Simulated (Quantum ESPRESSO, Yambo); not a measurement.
## KCl (Sylvite): changed settings of a GW run in Yambo

Aim: change inputs of a GW run on KCl (Sylvite) and see what moves.

Calculated with Yambo 5.3.0; PBE and many-body steps on it, plane waves.

## (1) Starting point

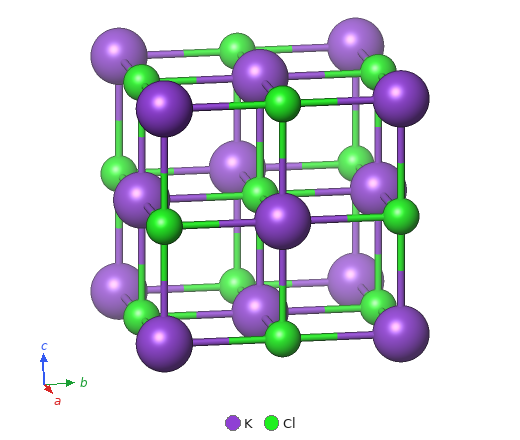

The starting structure, seen slightly off an axis (potassium purple, chlorine green). This picture shows the conventional cell, with its axes. Some periodic images of atoms are drawn too.

As a file:

```cif
data_structure
_symmetry_space_group_name_H-M 'P 1'
_symmetry_Int_Tables_number 1
_cell_length_a 4.4498
_cell_length_b 4.4498
_cell_length_c 4.4498
_cell_angle_alpha 60.000
_cell_angle_beta 60.000
_cell_angle_gamma 60.000
_cell_volume 62.30
loop_
_atom_site_label
_atom_site_type_symbol
_atom_site_fract_x
_atom_site_fract_y
_atom_site_fract_z
_atom_site_occupancy
K1 K 0.00000 0.00000 0.00000 1
Cl2 Cl 0.50000 0.50000 0.50000 1
```

The cell and positions come from the Crystallography Open Database and are kept as given unless a step says otherwise.

## (2) Base

This step: Yambo 5.3.0; G0W0 on PBE, plane waves, norm-conserving pseudopotentials.

G0W0 replaces the xc potential by the self-energy, built once from these orbitals. Only a window of levels is corrected, while the sums run over the empty bands that the input names.

File gw1.in:

```
HF_and_locXC
gw0
dyson
ppa
em1d
rim_cut
RandQpts= 1000000
RandGvec= 1 RL
EXXRLvcs= 66 Ry
VXCRLvcs= 264 Ry
Chimod= "HARTREE"
% BndsRnXp
 1 | 160 |
%
NGsBlkXp= 13 Ry
% LongDrXp
 1 | 1 | 1 |
%
% GbndRnge
 1 | 160 |
%
DysSolver= "n"
ExtendOut
PPAPntXp= 27.21138 eV
% QPkrange
 1 | 1 | 7 | 10 |
%
```

Command:

```sh
$ OMP_NUM_THREADS=1 mpirun -n 4 yambo -F gw1.in -J gw1 -C gw1 > gw1.log
```

Output:

```text
 Yambo, version 5.3.0

 [02] CORE Variables Setup
 =========================

  [... cell, symmetries and grids as in the set-up ...]

  [02.05] Energies & Occupations
  ==============================

  [X] === General ===
  [X] Electronic Temperature                        :  0.000000  0.000000 [eV K]
  [X] Bosonic    Temperature                        :  0.000000  0.000000 [eV K]
  [X] Finite Temperature mode                       : no
  [X] El. density                                   :  0.25681E+24 [cm-3]
  [X] Fermi Level                                   :  0.904510 [eV]

  [X] === Gaps and Widths ===
  [X] Conduction Band Min                           :  5.189547 [eV]
  [X] Valence Band Max                              :  0.000000 [eV]
  [X] Filled Bands                                  :   8
  [X] Empty Bands                                   :    9  160
  [X] Direct Gap                                    :  5.189547 [eV]
  [X] Direct Gap localized at k                     :  1
  [X] Indirect Gap                                  :  5.189547 [eV]
  [X] Indirect Gap between kpts                     :  1  1
  [X] Last valence band width                       :  0.471834 [eV]
  [X] 1st conduction band width                     :  2.840959 [eV]

 [03] Transferred momenta grid and indexing
 ==========================================

 IBZ Q-points                                      :   8
 BZ  Q-points                                      :   64

 K/Q-points units:
 rlu = crystal or reduced units; cc = cartesian coordinates; iku = interal k-units

 Q [1]          [rlu]:  0.000000  0.000000  0.000000
 Q [2]          [rlu]: -0.15791E-17 -0.15791E-17  0.25000
 Q [3]          [rlu]:  0.17883E-18  0.17883E-18 -0.50000
 Q [4]          [rlu]: -0.51284E-17  0.25000      0.25000
 Q [5]          [rlu]:  0.14002E-17  0.25000      0.50000
 Q [6]          [rlu]:  0.17883E-18  0.25000     -0.25000
 Q [7]          [rlu]:  0.10257E-16 -0.50000     -0.50000
 Q [8]          [rlu]:  0.250000 -0.500000 -0.250000

 [04] Coloumb potential Random Integration (RIM)
 ===============================================

  [04.01] RIM initialization
  ==========================

  * Diagonal components only detected *

  8 x (sBL volume)        :  0.073748 [a.u.]
  sBZ random points       :  1000000
  Points outside the sBZ  :   7999624
  RL volume               :  0.589987 [a.u.]
  Integrated volume       :  0.590014 [a.u.]

  [04.02] RIM integrals
  =====================

  Gamma point sphere radius             :  0.076068 [a.u.]
  Points outside the sphere             :   799635
  [Int_sBZ(q=0) 1/q^2]*(Vol_sBZ)^(-1/3) =:  7.763403
                                 should be <:  7.795600

  Summary of Coulomb integrals for non-metallic bands |Q|[au] RIM/Bare

  Q [1] 0.100000E-4 0.995870 * Q [2] 0.228785 1.064252
  Q [4] 0.264178 1.063621 * Q [6] 0.373605 1.026387
  Q [5] 0.438090 1.018937 * Q [3] 0.457571 1.016899
  Q [7] 0.528357 1.013120 * Q [8] 0.590721 1.010043

 [05] Dipoles
 ============

  [05.01] Setup: observables and procedures
  =========================================

 [06] Dynamic Dielectric Matrix (PPA)
 ====================================

 [WR./gw1//ndb.pp]---------------------------------------------------------------
  Brillouin Zone Q/K grids (IBZ/BZ)                :    8   64    8   64
  RL vectors                                       :   4645 [WF]
  Coulomb cutoff potential                         : none
  Electronic Temperature                           :  0.000000 [K]
  Bosonic    Temperature                           :  0.000000 [K]
  PPA    diel. fun.  energies                      : Perdew, Burke & Ernzerhof(X)+Perdew, Burke & Ernzerhof(C)
  wavefunctions                                    : Perdew, Burke & Ernzerhof(X)+Perdew, Burke & Ernzerhof(C)
  Global Gauge                                     : length
  X matrix size                                    :   339
  X band range                                     :    1  160
  X e/h energy range                               : -1.000000 -1.000000 [eV]
  X Time ordering                                  : R
  X Hxc Kernel                                     : HARTREE
  X Drude frequency                                :  0.000000  0.000000
  X poles                                          :  100.0000 [o/o]
  RL vectors in the sum                            :   4645
  [r,Vnl] included                                 : yes
  Field direction                                  :  0.577350E-5  0.577350E-5  0.577350E-5
  BZ energy Double Grid                            : no
  BZ energy DbGd points                            : 0
  BZ Q point size factor                           : -1.000000
  X Optical Averaged directions                    : none

 [07] Local Exchange-Correlation + Non-Local Fock
 ================================================

 [VXC] Plane waves :  30467
 [EXS] Plane waves :   3943

 QP @ state[ 1 ] K range:  1  1
 QP @ state[ 1 ] b range:   7  10

 [xc] Functional : Perdew, Burke & Ernzerhof(X)+Perdew, Burke & Ernzerhof(C)
 [xc] LIBXC used to calculate xc functional
  PP Number of Atomic Species                      :  2
  NLCC RL compoments                               :  30467
  PP Number of Atomic Species                      :  2
  NLCC RL compoments                               :  30467

 [xc] E_xc :  -7.315493 [Ha]
      E_xc :  -14.63099 [Ry]

  Local XC kind (lXC) : Perdew, Burke & Ernzerhof(X)+Perdew, Burke & Ernzerhof(C)
  Non-Local XC kind (nlXC) : Hartree-Fock

  Corrections @ K [1] :  [eV]
 <7|nlXC|7> = -18.61775 -0.14175E-16 <7|lXC|7> = -14.14755 -0.18882E-15
 <8|nlXC|8> = -18.61775 -0.14098E-16 <8|lXC|8> = -14.14755 -0.10621E-15
 <9|nlXC|9> = -3.270664 -0.12572E-17 <9|lXC|9> = -6.954807 -0.94408E-16
 <10|nlXC|10> = -4.064569 -0.17257E-19 <10|lXC|10> = -8.956463  0.47204E-16

 [08] Dyson equation: Newton solver
 ==================================

  [08.01] G0W0 (W PPA)
  ====================

  [  GW  ] Bands range     :    1  160
  [GW/PPA] G damping       :  0.100000 [eV]

  QP @ state[ 1 ] K range:  1  1
  QP @ state[ 1 ] b range:   7  10

   Sc/G bands                                       :    1  160
   Sc/G damping                                     :  0.100000 ev
   Sc bands terminator                              : no
   Sx RL components                                 :   3943

   QP @ state[ 1 ] K range                          :  1  1
   QP @ state[ 1 ] b range                          :   7  10
   GF energies kind                                 : Perdew, Burke & Ernzerhof(X)+Perdew, Burke & Ernzerhof(C)
   GF WF`s kind                                     : Perdew, Burke & Ernzerhof(X)+Perdew, Burke & Ernzerhof(C)
   Xs energies kind                                 : Perdew, Burke & Ernzerhof(X)+Perdew, Burke & Ernzerhof(C)
   Xs WF`s kind                                     : Perdew, Burke & Ernzerhof(X)+Perdew, Burke & Ernzerhof(C)

 [11] Game Over & Game summary
```

It took 1.7 min on 4 MPI ranks of Arm Neoverse V1, shared host; peak memory 1.7 GiB; 6.8 min of CPU time.

This step gave:

| Property | Result |
| --- | --- |
| G0W0 gap on the points computed | 8.092 eV |
| starting gap on the mesh | 5.190 eV |
| k of the valence top | 0, 0, 0 |
| k of the conduction bottom | 0, 0, 0 |
| least direct G0W0 gap on the computed points | 8.092 eV |
| Z at the valence top | 0.8166 |
| Z at the conduction bottom | 0.8790 |

The gap on the mesh goes from 5.19 eV to 8.09 eV, a correction of +2.90 eV.

## (3) Pole fitted at another frequency

File gw2.in:

```
HF_and_locXC
gw0
dyson
ppa
em1d
rim_cut
RandQpts= 1000000
RandGvec= 1 RL
EXXRLvcs= 66 Ry
VXCRLvcs= 264 Ry
Chimod= "HARTREE"
% BndsRnXp
 1 | 160 |
%
NGsBlkXp= 13 Ry
% LongDrXp
 1 | 1 | 1 |
%
% GbndRnge
 1 | 160 |
%
DysSolver= "n"
ExtendOut
PPAPntXp= 50 eV
% QPkrange
 1 | 1 | 7 | 10 |
%
```

Command:

```sh
$ OMP_NUM_THREADS=1 mpirun -n 4 yambo -F gw2.in -J gw2 -C gw2 > gw2.log
```

Output:

```text
 Yambo, version 5.3.0

 [02] CORE Variables Setup
 =========================

  [... cell, symmetries and grids as in the set-up ...]

  [02.05] Energies & Occupations
  ==============================

  [X] === General ===
  [X] Electronic Temperature                        :  0.000000  0.000000 [eV K]
  [X] Bosonic    Temperature                        :  0.000000  0.000000 [eV K]
  [X] Finite Temperature mode                       : no
  [X] El. density                                   :  0.25681E+24 [cm-3]
  [X] Fermi Level                                   :  0.904510 [eV]

  [X] === Gaps and Widths ===
  [X] Conduction Band Min                           :  5.189547 [eV]
  [X] Valence Band Max                              :  0.000000 [eV]
  [X] Filled Bands                                  :   8
  [X] Empty Bands                                   :    9  160
  [X] Direct Gap                                    :  5.189547 [eV]
  [X] Direct Gap localized at k                     :  1
  [X] Indirect Gap                                  :  5.189547 [eV]
  [X] Indirect Gap between kpts                     :  1  1
  [X] Last valence band width                       :  0.471834 [eV]
  [X] 1st conduction band width                     :  2.840959 [eV]

 [03] Transferred momenta grid and indexing
 ==========================================

 IBZ Q-points                                      :   8
 BZ  Q-points                                      :   64

 K/Q-points units:
 rlu = crystal or reduced units; cc = cartesian coordinates; iku = interal k-units

 Q [1]          [rlu]:  0.000000  0.000000  0.000000
 Q [2]          [rlu]: -0.15791E-17 -0.15791E-17  0.25000
 Q [3]          [rlu]:  0.17883E-18  0.17883E-18 -0.50000
[...]
================================================

 [VXC] Plane waves :  30467
 [EXS] Plane waves :   3943

 QP @ state[ 1 ] K range:  1  1
 QP @ state[ 1 ] b range:   7  10

 [xc] Functional : Perdew, Burke & Ernzerhof(X)+Perdew, Burke & Ernzerhof(C)
 [xc] LIBXC used to calculate xc functional
  PP Number of Atomic Species                      :  2
  NLCC RL compoments                               :  30467
  PP Number of Atomic Species                      :  2
  NLCC RL compoments                               :  30467

 [xc] E_xc :  -7.315493 [Ha]
      E_xc :  -14.63099 [Ry]

  Local XC kind (lXC) : Perdew, Burke & Ernzerhof(X)+Perdew, Burke & Ernzerhof(C)
  Non-Local XC kind (nlXC) : Hartree-Fock

  Corrections @ K [1] :  [eV]
 <7|nlXC|7> = -18.61775 -0.14175E-16 <7|lXC|7> = -14.14755 -0.18882E-15
 <8|nlXC|8> = -18.61775 -0.14098E-16 <8|lXC|8> = -14.14755 -0.10621E-15
 <9|nlXC|9> = -3.270664 -0.12572E-17 <9|lXC|9> = -6.954807 -0.94408E-16
 <10|nlXC|10> = -4.064569 -0.17257E-19 <10|lXC|10> = -8.956463  0.47204E-16

 [08] Dyson equation: Newton solver
 ==================================

  [08.01] G0W0 (W PPA)
  ====================

  [  GW  ] Bands range     :    1  160
  [GW/PPA] G damping       :  0.100000 [eV]

  QP @ state[ 1 ] K range:  1  1
  QP @ state[ 1 ] b range:   7  10

   Sc/G bands                                       :    1  160
   Sc/G damping                                     :  0.100000 ev
   Sc bands terminator                              : no
   Sx RL components                                 :   3943

   QP @ state[ 1 ] K range                          :  1  1
   QP @ state[ 1 ] b range                          :   7  10
   GF energies kind                                 : Perdew, Burke & Ernzerhof(X)+Perdew, Burke & Ernzerhof(C)
   GF WF`s kind                                     : Perdew, Burke & Ernzerhof(X)+Perdew, Burke & Ernzerhof(C)
   Xs energies kind                                 : Perdew, Burke & Ernzerhof(X)+Perdew, Burke & Ernzerhof(C)
   Xs WF`s kind                                     : Perdew, Burke & Ernzerhof(X)+Perdew, Burke & Ernzerhof(C)

 [11] Game Over & Game summary
```

Elapsed: 1.8 min, on 4 MPI ranks; peak memory 1.7 GiB.

This step gave:

```yaml
g0w0_gap_on_the_points_computed: 8.187 eV
starting_gap_on_the_mesh: 5.190 eV
k_of_the_valence_top: 0, 0, 0
k_of_the_conduction_bottom: 0, 0, 0
least_direct_g0w0_gap_on_the_computed_points: 8.187 eV
z_at_the_valence_top: 0.8300
z_at_the_conduction_bottom: 0.8851
```

Against G0W0 in Yambo (4×4×4 mesh, 160 bands, screening to 176.9 eV, Godby-Needs plasmon pole), the gap moves by +0.094 eV.

## (4) Field direction

File gw3.in:

```
HF_and_locXC
gw0
dyson
ppa
em1d
rim_cut
RandQpts= 1000000
RandGvec= 1 RL
EXXRLvcs= 66 Ry
VXCRLvcs= 264 Ry
Chimod= "HARTREE"
% BndsRnXp
 1 | 160 |
%
NGsBlkXp= 13 Ry
% LongDrXp
 1 | 0 | 0 |
%
% GbndRnge
 1 | 160 |
%
DysSolver= "n"
ExtendOut
PPAPntXp= 27.21138 eV
% QPkrange
 1 | 1 | 7 | 10 |
%
```

Command:

```sh
$ OMP_NUM_THREADS=1 mpirun -n 4 yambo -F gw3.in -J gw3 -C gw3 > gw3.log
```

Output:

```text
 Yambo, version 5.3.0

 [02] CORE Variables Setup
 =========================

  [... cell, symmetries and grids as in the set-up ...]

  [02.05] Energies & Occupations
  ==============================

  [X] === General ===
  [X] Electronic Temperature                        :  0.000000  0.000000 [eV K]
  [X] Bosonic    Temperature                        :  0.000000  0.000000 [eV K]
  [X] Finite Temperature mode                       : no
  [X] El. density                                   :  0.25681E+24 [cm-3]
[...]
Sx RL components                                 :   3943

   QP @ state[ 1 ] K range                          :  1  1
   QP @ state[ 1 ] b range                          :   7  10
   GF energies kind                                 : Perdew, Burke & Ernzerhof(X)+Perdew, Burke & Ernzerhof(C)
   GF WF`s kind                                     : Perdew, Burke & Ernzerhof(X)+Perdew, Burke & Ernzerhof(C)
   Xs energies kind                                 : Perdew, Burke & Ernzerhof(X)+Perdew, Burke & Ernzerhof(C)
   Xs WF`s kind                                     : Perdew, Burke & Ernzerhof(X)+Perdew, Burke & Ernzerhof(C)

 [11] Game Over & Game summary
```

Wall time 1.8 min (4 MPI ranks); peak memory 1.7 GiB.

Numbers from this step:

```yaml
g0w0_gap_on_the_points_computed: 8.092 eV
starting_gap_on_the_mesh: 5.190 eV
k_of_the_valence_top: 0, 0, 0
k_of_the_conduction_bottom: 0, 0, 0
least_direct_g0w0_gap_on_the_computed_points: 8.092 eV
```

Against G0W0 in Yambo (4×4×4 mesh, 160 bands, screening to 176.9 eV, Godby-Needs plasmon pole), the gap moves by −0.0001 eV.

## (5) Damping of G

gw4.in, as its differences from gw3.in of step 4:

```diff
@@ -16,3 +16,3 @@
 % LongDrXp
- 1 | 0 | 0 |
+ 1 | 1 | 1 |
 %
@@ -27 +27,2 @@
 %
+GDamping= 0.5 eV
```

Command:

```sh
$ OMP_NUM_THREADS=1 mpirun -n 4 yambo -F gw4.in -J gw4,gw1_W -C gw4 > gw4.log
```

Output:

```text
 Yambo, version 5.3.0

 [02] CORE Variables Setup
 =========================

  [... cell, symmetries and grids as in the set-up ...]

  [02.05] Energies & Occupations
  ==============================

  [X] === General ===
  [X] Electronic Temperature                        :  0.000000  0.000000 [eV K]
  [X] Bosonic    Temperature                        :  0.000000  0.000000 [eV K]
  [X] Finite Temperature mode                       : no
  [X] El. density                                   :  0.25681E+24 [cm-3]
[...]
Sx RL components                                 :   3943

   QP @ state[ 1 ] K range                          :  1  1
   QP @ state[ 1 ] b range                          :   7  10
   GF energies kind                                 : Perdew, Burke & Ernzerhof(X)+Perdew, Burke & Ernzerhof(C)
   GF WF`s kind                                     : Perdew, Burke & Ernzerhof(X)+Perdew, Burke & Ernzerhof(C)
   Xs energies kind                                 : Perdew, Burke & Ernzerhof(X)+Perdew, Burke & Ernzerhof(C)
   Xs WF`s kind                                     : Perdew, Burke & Ernzerhof(X)+Perdew, Burke & Ernzerhof(C)

 [11] Game Over & Game summary
```

Wall time 44 s (4 MPI ranks); peak memory 1.6 GiB; 2.9 min of CPU time.

Numbers from this step:

- G0W0 gap on the points computed: 8.095 eV
- starting gap on the mesh: 5.190 eV
- k of the valence top: 0, 0, 0
- k of the conduction bottom: 0, 0, 0
- least direct G0W0 gap on the computed points: 8.095 eV

Against G0W0 in Yambo (4×4×4 mesh, 160 bands, screening to 176.9 eV, Godby-Needs plasmon pole), the gap moves by +0.002 eV.

## (6) Exchange cutoff

File gw6.in:

```
HF_and_locXC
gw0
dyson
ppa
em1d
rim_cut
RandQpts= 1000000
RandGvec= 1 RL
EXXRLvcs= 6.5 Ry
VXCRLvcs= 264 Ry
Chimod= "HARTREE"
% BndsRnXp
 1 | 160 |
%
NGsBlkXp= 13 Ry
% LongDrXp
 1 | 1 | 1 |
%
% GbndRnge
 1 | 160 |
%
DysSolver= "n"
ExtendOut
PPAPntXp= 27.21138 eV
% QPkrange
 1 | 1 | 7 | 10 |
%
```

Command:

```sh
$ OMP_NUM_THREADS=1 mpirun -n 4 yambo -F gw6.in -J gw6,gw1_W -C gw6 > gw6.log
```

Output:

```text
 Yambo, version 5.3.0

 [02] CORE Variables Setup
 =========================

  [... cell, symmetries and grids as in the set-up ...]

  [02.05] Energies & Occupations
  ==============================

  [X] === General ===
  [X] Electronic Temperature                        :  0.000000  0.000000 [eV K]
  [X] Bosonic    Temperature                        :  0.000000  0.000000 [eV K]
  [X] Finite Temperature mode                       : no
  [X] El. density                                   :  0.25681E+24 [cm-3]
  [X] Fermi Level                                   :  0.904510 [eV]

  [X] === Gaps and Widths ===
  [X] Conduction Band Min                           :  5.189547 [eV]
  [X] Valence Band Max                              :  0.000000 [eV]
  [X] Filled Bands                                  :   8
  [X] Empty Bands                                   :    9  160
  [X] Direct Gap                                    :  5.189547 [eV]
  [X] Direct Gap localized at k                     :  1
  [X] Indirect Gap                                  :  5.189547 [eV]
  [X] Indirect Gap between kpts                     :  1  1
  [X] Last valence band width                       :  0.471834 [eV]
  [X] 1st conduction band width                     :  2.840959 [eV]

 [03] Transferred momenta grid and indexing
 ==========================================

 IBZ Q-points                                      :   8
 BZ  Q-points                                      :   64

 K/Q-points units:
 rlu = crystal or reduced units; cc = cartesian coordinates; iku = interal k-units

 Q [1]          [rlu]:  0.000000  0.000000  0.000000
 Q [2]          [rlu]: -0.15791E-17 -0.15791E-17  0.25000
 Q [3]          [rlu]:  0.17883E-18  0.17883E-18 -0.50000
[...]
Q [7]          [rlu]:  0.10257E-16 -0.50000     -0.50000
 Q [8]          [rlu]:  0.250000 -0.500000 -0.250000

 [04] Coloumb potential Random Integration (RIM)
 ===============================================

 Summary of Coulomb integrals for non-metallic bands |Q|[au] RIM/Bare

 Q [1] 0.100000E-4 0.995870 * Q [2] 0.228785 1.064252
 Q [4] 0.264178 1.063621 * Q [6] 0.373605 1.026387
 Q [5] 0.438090 1.018937 * Q [3] 0.457571 1.016899
 Q [7] 0.528357 1.013120 * Q [8] 0.590721 1.010043

 [05] Dipoles
 ============

  [05.01] Setup: observables and procedures
  =========================================

 [06] Dynamic Dielectric Matrix (PPA)
 ====================================

   Sc/G bands                                       :    1  160
   Sc/G damping                                     :  0.100000 ev
   Sc bands terminator                              : no
   Sx RL components                                 :  137

   QP @ state[ 1 ] K range                          :  1  1
   QP @ state[ 1 ] b range                          :   7  10
   GF energies kind                                 : Perdew, Burke & Ernzerhof(X)+Perdew, Burke & Ernzerhof(C)
   GF WF`s kind                                     : Perdew, Burke & Ernzerhof(X)+Perdew, Burke & Ernzerhof(C)
   Xs energies kind                                 : Perdew, Burke & Ernzerhof(X)+Perdew, Burke & Ernzerhof(C)
   Xs WF`s kind                                     : Perdew, Burke & Ernzerhof(X)+Perdew, Burke & Ernzerhof(C)

 [11] Game Over & Game summary
```

The job ended after 43 s (4 MPI ranks; peak memory 1.6 GiB).

Numbers from this step:

- G0W0 gap on the points computed: 7.921 eV
- starting gap on the mesh: 5.190 eV
- k of the valence top: 0, 0, 0
- k of the conduction bottom: 0, 0, 0
- least direct G0W0 gap on the computed points: 7.921 eV
- Z at the valence top: 0.8166
- Z at the conduction bottom: 0.8790

(Part 1 of 2 ends here.)

[Paths, hosts, dates, memory and timing lines, banners, echoed tables and standing remarks are left out of the program output.]

[Logs are printed without paths, hosts, clocks, repeated set-up lines and the standing remarks that a program may print on its own settings, such as how far it seeks lower states.]

[Runs of the session that timed out or met a known fault of the program may be left out.]

[Hosts, paths, dates, database ids (printed as entryN), source tags and the programs' standing remarks are cut or masked in the printed files.]
